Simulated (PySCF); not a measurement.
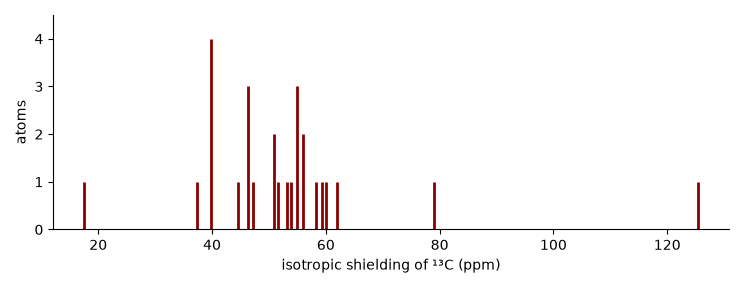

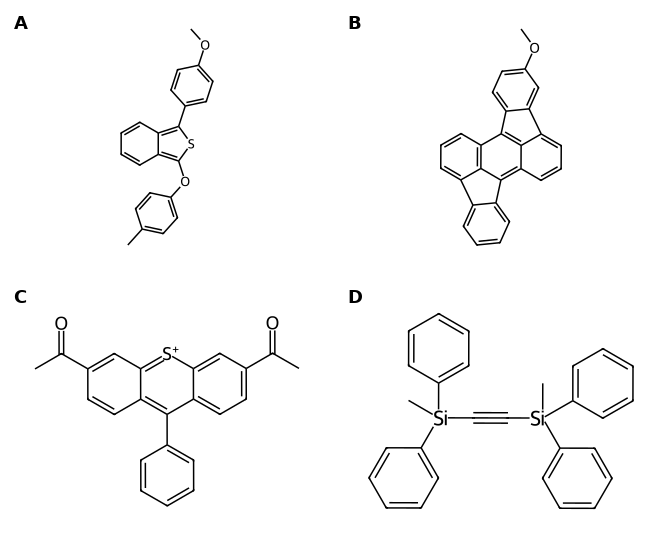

The sticks are computed shieldings of one of the molecules, for one fixed geometry (GFN2-xTB) without averaging over rotations. Low shielding means a high chemical shift. Method: GIAO PBE/pcSseg-1 NMR shielding, non-relativistic, gas phase (PySCF 2.14.0).

Which molecule gives this pattern?

B, `COc1ccc2c(c1)c1cccc3c4c5ccccc5c5cccc(c54)c2c13`. Its 27 C atoms give lines at 17.5, 37.4, 39.8 (4 atoms), 44.6, 46.3 (3 atoms), 47.2, 50.9 (2 atoms), 51.6, 53.2, 53.9, 54.9 (3 atoms), 55.9 (2 atoms), 58.3, 59.3, 60.0, 61.9, 78.9, 125.4 ppm.

The geometry is semi-empirical. Around Si such bond lengths and angles can be off by a tenth of an ångström or more and by several degrees, and values that hang on the shape move with them.
